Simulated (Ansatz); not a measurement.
# GeH₃Cl: molecular dynamics (part 3 of 3)

The same run, continued: GeH₃Cl; RKS B3LYP/def2-SVP (Ansatz 0.2.0). It belongs to a series of runs on one base structure; here: dynamics from the start.

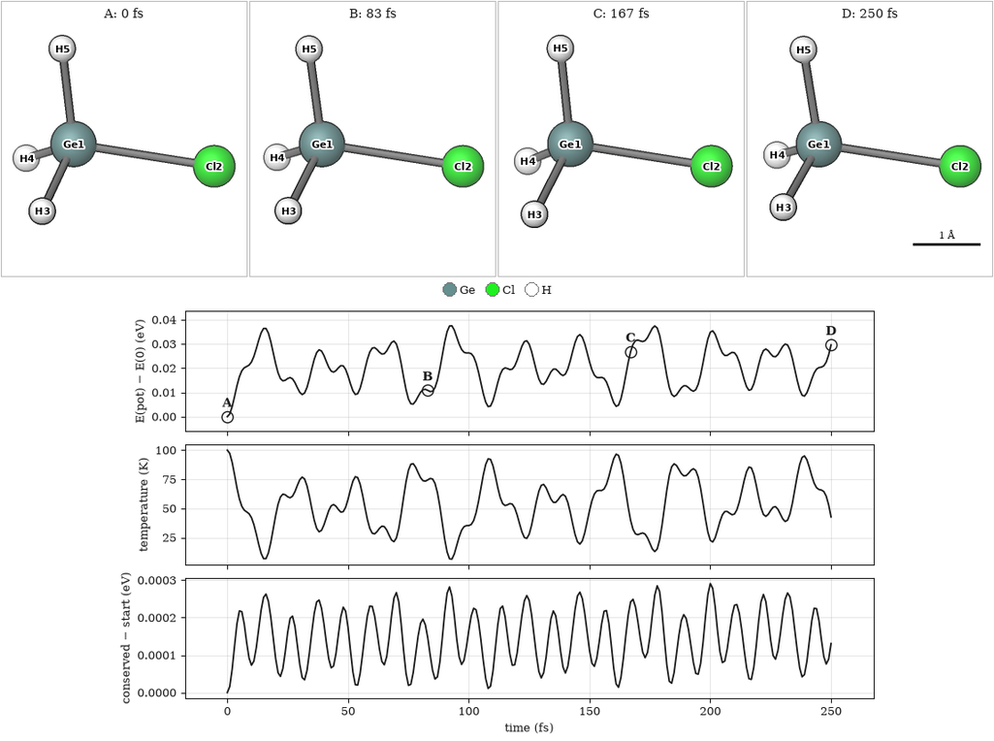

*Frames of the molecular dynamics (ball-and-stick, seen at a tilt) above the curves, on which the letters mark them.*

The trajectory kept here has 251 frames over 250 fs. The temperature starts at 100 K, ranges from 6 to 100 K and averages 56 K over the second half. The potential energy ends 0.030 eV above its first value. The conserved quantity stays within 0.00029 eV. After an unweighted best fit of the last frame on the first, the root-mean-square displacement is 0.06 Å.

```
Total energy: -69081.19451020 eV, -2538.6870733343 hartree
Atom 0 at     0.004283    -0.000591    -0.025369 Å, force     0.000246    -0.004032     0.026177 eV/Å
Atom 1 at    -0.003717     0.003757     2.165868 Å, force     0.103937    -0.101650    -0.182197 eV/Å
Atom 2 at     1.452106    -0.058413    -0.570039 Å, force    -0.109013     0.188906     0.186916 eV/Å
Atom 3 at    -0.794902     1.249808    -0.412002 Å, force     0.131287     0.130688    -0.117152 eV/Å
Atom 4 at    -0.731055    -1.236206    -0.546586 Å, force    -0.126457    -0.213912     0.086256 eV/Å
Dipole moment:     0.016314     0.009394    -0.389955 e Å
```

Trajectory as extended XYZ (Å, eV, eV/Å), 37 of the 251 frames kept, from step=0 to step=250
```
5
Properties=species:S:1:pos:R:3:forces:R:3 step=0 time_fs=0.0 energy=-69081.22392 temperature=100.0
Ge    0.0003    0.0000   -0.0234    0.0000   0.0000   0.0007
Cl    0.0001    0.0000    2.1580    0.0000   0.0000  -0.0005
H     1.4667    0.0000   -0.4876    0.0003   0.0000  -0.0001
H    -0.7328    1.2698   -0.4878   -0.0001   0.0002  -0.0001
H    -0.7328   -1.2698   -0.4878   -0.0001  -0.0002  -0.0001
5
Properties=species:S:1:pos:R:3:forces:R:3 step=7 time_fs=7.0 energy=-69081.20377 temperature=48.5
Ge    0.0022   -0.0034   -0.0271   -0.5028   0.1097   0.3122
Cl   -0.0021    0.0018    2.1626    0.0567  -0.0428  -0.0813
H     1.4374    0.0664   -0.5030    0.4297  -0.1662  -0.1194
H    -0.7012    1.2995   -0.4424   -0.1272  -0.0596  -0.0747
H    -0.7628   -1.2748   -0.4639    0.1435   0.1588  -0.0368
5
Properties=species:S:1:pos:R:3:forces:R:3 step=14 time_fs=14.0 energy=-69081.18933 temperature=11.4
Ge    0.0018   -0.0058   -0.0290    0.3923   0.6233   0.2624
Cl   -0.0037    0.0030    2.1661    0.0946  -0.0739  -0.1484
H     1.4783    0.0947   -0.5365   -0.3777  -0.2622   0.1607
H    -0.6962    1.3146   -0.4136   -0.1070  -0.1360  -0.1054
H    -0.7660   -1.2537   -0.4510   -0.0022  -0.1513  -0.1693
5
Properties=species:S:1:pos:R:3:forces:R:3 step=21 time_fs=21.0 energy=-69081.20583 temperature=53.5
Ge    0.0030   -0.0046   -0.0292   -0.0273   0.3380   0.3027
Cl   -0.0039    0.0033    2.1677    0.1017  -0.0832  -0.1886
H     1.4567    0.0656   -0.5407   -0.0539  -0.1641   0.0775
H    -0.7164    1.3011   -0.4092   -0.0758  -0.0626  -0.1198
H    -0.7645   -1.2575   -0.4727    0.0554  -0.0281  -0.0718
5
Properties=species:S:1:pos:R:3:forces:R:3 step=28 time_fs=28.0 energy=-69081.20986 temperature=64.4
Ge    0.0039   -0.0014   -0.0274   -0.6693  -0.1128   0.2590
Cl   -0.0029    0.0025    2.1668    0.0771  -0.0660  -0.1901
H     1.4295   -0.0006   -0.5292    0.4699   0.0156  -0.0814
H    -0.7532    1.2729   -0.4320    0.0211   0.0185  -0.0840
H    -0.7504   -1.2671   -0.5098    0.1011   0.1446   0.0965
5
Properties=species:S:1:pos:R:3:forces:R:3 step=35 time_fs=35.0 energy=-69081.20406 temperature=49.6
Ge    0.0015    0.0015   -0.0242    0.2544  -0.0620  -0.1096
Cl   -0.0009    0.0009    2.1634    0.0286  -0.0280  -0.1387
H     1.4788   -0.0630   -0.5261   -0.3374   0.1942   0.1783
H    -0.7838    1.2477   -0.4736    0.1622   0.0419  -0.0019
H    -0.7184   -1.2536   -0.5288   -0.1078  -0.1461   0.0719
5
Properties=species:S:1:pos:R:3:forces:R:3 step=42 time_fs=42.0 energy=-69081.20354 temperature=48.1
Ge    0.0000    0.0038   -0.0215    0.1136  -0.2880  -0.2051
Cl    0.0016   -0.0012    2.1582   -0.0285   0.0193  -0.0282
H     1.4729   -0.0828   -0.4897   -0.1356   0.2314   0.0672
H    -0.7798    1.2332   -0.5162    0.1440   0.0952   0.0531
H    -0.7065   -1.2653   -0.5291   -0.0935  -0.0579   0.1131
5
Properties=species:S:1:pos:R:3:forces:R:3 step=49 time_fs=49.0 energy=-69081.20446 temperature=51.0
Ge   -0.0010    0.0042   -0.0200   -0.4773  -0.4436  -0.1240
Cl    0.0036   -0.0029    2.1527   -0.0790   0.0630   0.1148
H     1.4473   -0.0517   -0.4414    0.4950   0.1098  -0.1864
H    -0.7440    1.2399   -0.5471    0.0276   0.0918   0.0786
H    -0.7141   -1.2875   -0.5034    0.0337   0.1789   0.1170
5
Properties=species:S:1:pos:R:3:forces:R:3 step=56 time_fs=56.0 energy=-69081.20856 temperature=61.6
Ge   -0.0041    0.0021   -0.0194    0.5392   0.0512  -0.2153
Cl    0.0046   -0.0039    2.1487   -0.1009   0.0895   0.2277
H     1.5005    0.0052   -0.4261   -0.3354  -0.0372  -0.0206
H    -0.7004    1.2656   -0.5594   -0.0444  -0.0266   0.1057
H    -0.7191   -1.2791   -0.4552   -0.0585  -0.0769  -0.0975
5
Properties=species:S:1:pos:R:3:forces:R:3 step=62 time_fs=62.0 energy=-69081.19623 temperature=30.1
Ge   -0.0046    0.0004   -0.0200    0.6364   0.2494  -0.1478
Cl    0.0045   -0.0038    2.1476   -0.0937   0.0897   0.2688
H     1.5039    0.0484   -0.4214   -0.3764  -0.1687  -0.0287
H    -0.6712    1.2847   -0.5511   -0.1286  -0.0810   0.0881
H    -0.7314   -1.2798   -0.4281   -0.0376  -0.0893  -0.1804
5
Properties=species:S:1:pos:R:3:forces:R:3 step=69 time_fs=69.0 energy=-69081.19273 temperature=21.4
Ge   -0.0021   -0.0005   -0.0214   -0.3493  -0.0224   0.0745
Cl    0.0032   -0.0026    2.1495   -0.0599   0.0602   0.2276
H     1.4511    0.0634   -0.4279    0.4838  -0.1933  -0.2303
H    -0.6661    1.2915   -0.5234   -0.2042  -0.0396   0.0277
H    -0.7493   -1.2912   -0.4324    0.1297   0.1952  -0.0994
5
Properties=species:S:1:pos:R:3:forces:R:3 step=76 time_fs=76.0 energy=-69081.21862 temperature=87.9
Ge   -0.0009   -0.0012   -0.0225    0.1731   0.1921  -0.0143
Cl    0.0011   -0.0006    2.1543   -0.0053   0.0087   0.0949
H     1.4748    0.0348   -0.4779   -0.1072  -0.1090   0.0025
H    -0.7042    1.2872   -0.4882   -0.0657  -0.0585   0.0019
H    -0.7437   -1.2690   -0.4618    0.0051  -0.0332  -0.0850
5
Properties=species:S:1:pos:R:3:forces:R:3 step=83 time_fs=83.0 energy=-69081.21309 temperature=74.5
Ge    0.0012   -0.0008   -0.0238    0.3272   0.1474  -0.1023
Cl   -0.0011    0.0015    2.1605    0.0463  -0.0477  -0.0614
H     1.4828   -0.0175   -0.5291   -0.4048   0.0611   0.1874
H    -0.7576    1.2704   -0.4528    0.0960  -0.0233  -0.0335
H    -0.7354   -1.2516   -0.5098   -0.0646  -0.1376   0.0099
5
Properties=species:S:1:pos:R:3:forces:R:3 step=90 time_fs=90.0 energy=-69081.19317 temperature=23.7
Ge    0.0047    0.0004   -0.0255   -0.7385  -0.2936   0.1003
Cl   -0.0027    0.0029    2.1658    0.0836  -0.0874  -0.1838
H     1.4230   -0.0572   -0.5461    0.4800   0.1622  -0.0404
H    -0.7916    1.2501   -0.4255    0.1238   0.0987  -0.0896
H    -0.7380   -1.2579   -0.5528    0.0512   0.1201   0.2136
5
Properties=species:S:1:pos:R:3:forces:R:3 step=97 time_fs=97.0 energy=-69081.19618 temperature=31.2
Ge    0.0044   -0.0001   -0.0267   -0.2611  -0.1326   0.0753
Cl   -0.0032    0.0033    2.1688    0.0954  -0.0956  -0.2468
H     1.4434   -0.0601   -0.5626    0.0629   0.1874   0.1193
H    -0.7964    1.2503   -0.4183    0.1465   0.0984  -0.0984
H    -0.7335   -1.2462   -0.5516   -0.0436  -0.0576   0.1506
5
Properties=species:S:1:pos:R:3:forces:R:3 step=104 time_fs=104.0 energy=-69081.20550 temperature=55.8
Ge    0.0023   -0.0012   -0.0274    0.3120   0.1784   0.0428
Cl   -0.0024    0.0024    2.1686    0.0777  -0.0698  -0.2356
H     1.4795   -0.0218   -0.5529   -0.4311   0.0799   0.2376
H    -0.7675    1.2710   -0.4332    0.1196  -0.0221  -0.0615
H    -0.7382   -1.2468   -0.5165   -0.0782  -0.1665   0.0168
5
Properties=species:S:1:pos:R:3:forces:R:3 step=111 time_fs=111.0 energy=-69081.21379 temperature=77.7
Ge    0.0015   -0.0016   -0.0277   -0.4493   0.0004   0.2847
Cl   -0.0007    0.0006    2.1653    0.0347  -0.0213  -0.1486
H     1.4435    0.0340   -0.4976    0.3603  -0.0954  -0.1001
H    -0.7140    1.2889   -0.4631   -0.0667  -0.0459  -0.0375
H    -0.7556   -1.2759   -0.4742    0.1210   0.1621   0.0015
5
Properties=species:S:1:pos:R:3:forces:R:3 step=118 time_fs=118.0 energy=-69081.20433 temperature=53.7
Ge   -0.0015   -0.0017   -0.0263    0.0412   0.2032   0.2534
Cl    0.0016   -0.0015    2.1601   -0.0221   0.0333  -0.0188
H     1.4668    0.0691   -0.4569    0.1068  -0.2082  -0.0932
H    -0.6743    1.2964   -0.5016   -0.1775  -0.0536   0.0015
H    -0.7508   -1.2780   -0.4345    0.0515   0.0254  -0.1428
5
Properties=species:S:1:pos:R:3:forces:R:3 step=125 time_fs=125.0 energy=-69081.19403 temperature=27.9
Ge   -0.0041   -0.0005   -0.0233    0.7437   0.3654   0.0000
Cl    0.0035   -0.0031    2.1545   -0.0716   0.0751   0.1037
H     1.5093    0.0578   -0.4364   -0.4922  -0.1934   0.0235
H    -0.6727    1.2901   -0.5391   -0.1242  -0.1024   0.0747
H    -0.7349   -1.2754   -0.4267   -0.0557  -0.1447  -0.2018
5
Properties=species:S:1:pos:R:3:forces:R:3 step=132 time_fs=132.0 energy=-69081.20940 temperature=67.7
Ge   -0.0029    0.0026   -0.0203   -0.1607  -0.2316  -0.1058
Cl    0.0045   -0.0038    2.1503   -0.1023   0.0903   0.1919
H     1.4664    0.0039   -0.4174    0.2580  -0.0383  -0.1760
H    -0.7006    1.2630   -0.5603   -0.0704  -0.0049   0.0981
H    -0.7261   -1.2943   -0.4606    0.0754   0.1844  -0.0081
5
Properties=species:S:1:pos:R:3:forces:R:3 step=139 time_fs=139.0 energy=-69081.20698 temperature=62.0
Ge   -0.0021    0.0046   -0.0179   -0.0892  -0.3621  -0.2570
Cl    0.0042   -0.0033    2.1486   -0.0975   0.0773   0.2125
H     1.4652   -0.0592   -0.4339    0.1934   0.1378  -0.1185
H    -0.7440    1.2348   -0.5591    0.0390   0.1057   0.0940
H    -0.7054   -1.2813   -0.4994   -0.0457   0.0414   0.0689
5
Properties=species:S:1:pos:R:3:forces:R:3 step=146 time_fs=146.0 energy=-69081.19007 temperature=19.4
Ge   -0.0015    0.0043   -0.0173    0.5243  -0.2022  -0.4476
Cl    0.0026   -0.0019    2.1496   -0.0601   0.0404   0.1703
H     1.4970   -0.0909   -0.4744   -0.4589   0.2649   0.1275
H    -0.7780    1.2285   -0.5357    0.1650   0.0872   0.0886
H    -0.6958   -1.2608   -0.5243   -0.1704  -0.1903   0.0613
5
Properties=species:S:1:pos:R:3:forces:R:3 step=153 time_fs=153.0 energy=-69081.20776 temperature=65.0
Ge    0.0016    0.0025   -0.0193   -0.3531  -0.3401  -0.2578
Cl    0.0002    0.0002    2.1529   -0.0044  -0.0075   0.0985
H     1.4506   -0.0650   -0.4941    0.2129   0.1751  -0.0292
H    -0.7768    1.2426   -0.4926    0.1292   0.0575   0.0211
H    -0.7188   -1.2719   -0.5316    0.0154   0.1150   0.1675
5
Properties=species:S:1:pos:R:3:forces:R:3 step=160 time_fs=160.0 energy=-69081.21817 temperature=92.7
Ge    0.0028   -0.0012   -0.0230   -0.3972  -0.0506   0.0402
Cl   -0.0022    0.0021    2.1575    0.0559  -0.0523   0.0117
H     1.4415    0.0012   -0.5178    0.2927   0.0110  -0.0390
H    -0.7470    1.2708   -0.4447    0.0032   0.0336  -0.0702
H    -0.7421   -1.2647   -0.5044    0.0454   0.0582   0.0573
5
Properties=species:S:1:pos:R:3:forces:R:3 step=167 time_fs=167.0 energy=-69081.19710 temperature=39.7
Ge    0.0021   -0.0051   -0.0266    0.4557   0.5721   0.1180
Cl   -0.0039    0.0034    2.1623    0.0980  -0.0798  -0.0736
H     1.4821    0.0694   -0.5447   -0.4566  -0.1853   0.2060
H    -0.7144    1.3042   -0.4119   -0.0519  -0.1029  -0.1080
H    -0.7581   -1.2491   -0.4658   -0.0451  -0.2041  -0.1424
5
Properties=species:S:1:pos:R:3:forces:R:3 step=174 time_fs=174.0 energy=-69081.19128 temperature=24.7
Ge    0.0033   -0.0058   -0.0293   -0.2653   0.3507   0.3555
Cl   -0.0044    0.0036    2.1662    0.1084  -0.0833  -0.1454
H     1.4457    0.0971   -0.5335    0.1388  -0.2496  -0.0007
H    -0.6948    1.3161   -0.4040   -0.1349  -0.1288  -0.1233
H    -0.7773   -1.2670   -0.4543    0.1531   0.1110  -0.0861
5
Properties=species:S:1:pos:R:3:forces:R:3 step=181 time_fs=181.0 energy=-69081.20121 temperature=50.7
Ge    0.0031   -0.0042   -0.0298   -0.4547   0.1854   0.4488
Cl   -0.0035    0.0028    2.1681    0.0841  -0.0617  -0.1953
H     1.4357    0.0692   -0.5202    0.3903  -0.1701  -0.0876
H    -0.7051    1.3004   -0.4245   -0.1306  -0.0356  -0.1073
H    -0.7664   -1.2673   -0.4641    0.1108   0.0819  -0.0586
5
Properties=species:S:1:pos:R:3:forces:R:3 step=188 time_fs=188.0 energy=-69081.21203 temperature=79.9
Ge    0.0007   -0.0011   -0.0276    0.4850   0.2593   0.1100
Cl   -0.0014    0.0011    2.1675    0.0336  -0.0232  -0.2089
H     1.4909    0.0028   -0.5189   -0.4663   0.0019   0.1798
H    -0.7425    1.2740   -0.4688    0.0451  -0.0291  -0.0175
H    -0.7332   -1.2549   -0.4890   -0.0974  -0.2089  -0.0633
5
Properties=species:S:1:pos:R:3:forces:R:3 step=194 time_fs=194.0 energy=-69081.21279 temperature=82.5
Ge    0.0004    0.0026   -0.0250    0.0408  -0.2368  -0.0659
Cl    0.0007   -0.0006    2.1648   -0.0189   0.0144  -0.1675
H     1.4747   -0.0558   -0.4917   -0.1418   0.1588   0.0626
H    -0.7690    1.2464   -0.5113    0.1318   0.0159   0.0584
H    -0.7169   -1.2729   -0.5196   -0.0120   0.0478   0.1124
5
Properties=species:S:1:pos:R:3:forces:R:3 step=201 time_fs=201.0 energy=-69081.18850 temperature=21.1
Ge   -0.0001    0.0055   -0.0222   -0.5478  -0.5768  -0.0483
Cl    0.0030   -0.0024    2.1596   -0.0755   0.0550  -0.0552
H     1.4421   -0.0912   -0.4515    0.5379   0.2143  -0.1691
H    -0.7737    1.2205   -0.5491    0.0975   0.1553   0.0813
H    -0.7014   -1.2841   -0.5311   -0.0120   0.1520   0.1913
5
Properties=species:S:1:pos:R:3:forces:R:3 step=208 time_fs=208.0 energy=-69081.19798 temperature=45.9
Ge   -0.0030    0.0050   -0.0199    0.5229  -0.2312  -0.2336
Cl    0.0043   -0.0035    2.1537   -0.1051   0.0830   0.0853
H     1.4964   -0.0768   -0.4399   -0.3305   0.2094   0.0254
H    -0.7546    1.2273   -0.5679    0.0841   0.1216   0.1096
H    -0.6924   -1.2700   -0.5035   -0.1713  -0.1828   0.0133
5
Properties=species:S:1:pos:R:3:forces:R:3 step=215 time_fs=215.0 energy=-69081.21152 temperature=81.4
Ge   -0.0034    0.0029   -0.0191    0.3667  -0.1026  -0.2871
Cl    0.0042   -0.0035    2.1489   -0.1004   0.0874   0.2159
H     1.4961   -0.0170   -0.4285   -0.2732   0.0269  -0.0279
H    -0.7165    1.2596   -0.5610    0.0205  -0.0492   0.1244
H    -0.7163   -1.2853   -0.4688   -0.0136   0.0375  -0.0254
5
Properties=species:S:1:pos:R:3:forces:R:3 step=222 time_fs=222.0 energy=-69081.19667 temperature=44.8
Ge   -0.0018    0.0000   -0.0198   -0.4062  -0.0865  -0.0189
Cl    0.0028   -0.0024    2.1469   -0.0635   0.0621   0.2845
H     1.4500    0.0499   -0.4276    0.5100  -0.1545  -0.2347
H    -0.6763    1.2851   -0.5271   -0.1695  -0.0368   0.0380
H    -0.7440   -1.2932   -0.4401    0.1292   0.2156  -0.0689
5
Properties=species:S:1:pos:R:3:forces:R:3 step=229 time_fs=229.0 energy=-69081.19663 temperature=45.2
Ge   -0.0016   -0.0031   -0.0209    0.4779   0.4703  -0.0234
Cl    0.0006   -0.0004    2.1485   -0.0030   0.0136   0.2453
H     1.4839    0.0825   -0.4704   -0.2423  -0.2490   0.0192
H    -0.6717    1.3012   -0.4833   -0.1837  -0.0572  -0.0256
H    -0.7491   -1.2640   -0.4301   -0.0489  -0.1778  -0.2155
5
Properties=species:S:1:pos:R:3:forces:R:3 step=236 time_fs=236.0 energy=-69081.20901 temperature=77.9
Ge    0.0009   -0.0036   -0.0222    0.2467   0.3652  -0.1000
Cl   -0.0017    0.0017    2.1534    0.0532  -0.0441   0.1198
H     1.4790    0.0602   -0.5134   -0.3081  -0.1710   0.1119
H    -0.7073    1.3023   -0.4442   -0.0452  -0.1363  -0.0475
H    -0.7587   -1.2625   -0.4645    0.0534  -0.0138  -0.0842
5
Properties=species:S:1:pos:R:3:forces:R:3 step=243 time_fs=243.0 energy=-69081.20590 temperature=71.7
Ge    0.0045   -0.0019   -0.0240   -0.7821  -0.1121   0.0966
Cl   -0.0033    0.0033    2.1599    0.0932  -0.0877  -0.0386
H     1.4233   -0.0004   -0.5377    0.5201   0.0147  -0.0860
H    -0.7553    1.2761   -0.4168    0.0364   0.0006  -0.1003
H    -0.7566   -1.2641   -0.5175    0.1324   0.1846   0.1283
5
Properties=species:S:1:pos:R:3:forces:R:3 step=250 time_fs=250.0 energy=-69081.19430 temperature=42.6
Ge    0.0043   -0.0006   -0.0254    0.0002  -0.0040   0.0262
Cl   -0.0037    0.0038    2.1659    0.1039  -0.1016  -0.1822
H     1.4521   -0.0584   -0.5700   -0.1090   0.1889   0.1869
H    -0.7949    1.2498   -0.4120    0.1313   0.1307  -0.1172
H    -0.7311   -1.2362   -0.5466   -0.1265  -0.2139   0.0863
```

This output came from the following input.

Input file
```yaml
crystal:
  periodic: [false, false, false]
  atoms:
    - { symbol: Ge, position_ang: [0.000341, 0.0, -0.023355] }
    - { symbol: Cl, position_ang: [9.8e-05, 0.0, 2.158029] }
    - { symbol: H, position_ang: [1.466669, 0.0, -0.487588] }
    - { symbol: H, position_ang: [-0.732754, 1.269829, -0.487843] }
    - { symbol: H, position_ang: [-0.732754, -1.269829, -0.487843] }
basis:
  gaussian: { orbitals: def2-SVP }
hamiltonian:
  xc: b3lyp
md:
  timestep: 1.0
  n_steps: 250
  ensemble: nvt_nose_hoover
  temperature: 100.0
  initial_velocities: maxwell_boltzmann
  seed: 469425
  nose_hoover: { tau: 300.0, chain_length: 1 }
  masses: [{ species: H, mass: 2.014 }]
```

Command:
```bash
ansatz run input.yaml --threads 1 --pin off --max-ram 2048MiB --backend cpu --events-out ev --progress --plain --runs-dir out
```

Key numbers

| quantity | value |
| --- | --- |
| outcome | finished |
| mean temperature over the second half | 56 K |
| trajectory | 250 steps, 250 fs |
| ensemble | nvt_nose_hoover |
| temperature in the input | 100.0 K |
| time step | 1.0 fs |
| potential energy (last step) | −69081.1945 eV |
| mean-field energy (last step) | −69081.1945 eV |
| largest force (length of the vector) (last step) | 0.287 eV/Å |
| hardware | 1 thread of Arm Neoverse V1, 24 GiB of memory available, shared host |
| wall time | 7.3 min |
| peak memory | 0.12 GiB |

So short a trajectory is not equilibrated. The temperature stays far from the 100 K of the thermostat over the second half: the run isn't equilibrated.
